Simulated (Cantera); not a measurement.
A closed system holds: 1 mol Si₃N₄, a varied amount of HF, 1.6 mol H₂, held at 1525 K and 0.760 bar.

Cantera equilibrium calculation (NASA polynomials, part measured and part estimated; ideal gas, pure solids and liquids). Candidate condensed phases: Si, Si₃N₄; 37 gas species. The tables' values for SiF₃, SiF₂ are old estimates; treat these amounts as uncertain. Rates play no part.

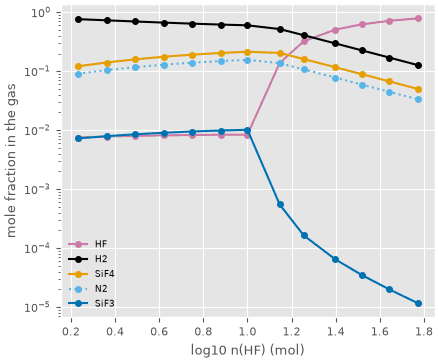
Figure. Equilibrium gas composition (values under 1e-9 drawn at 1e-9)

Q: Read off the mole fractions at 18 mol HF.

A: H₂ about 0.41, HF about 0.32, SiF₄ about 0.16, N₂ about 0.11, SiF₃ about 0.00016.
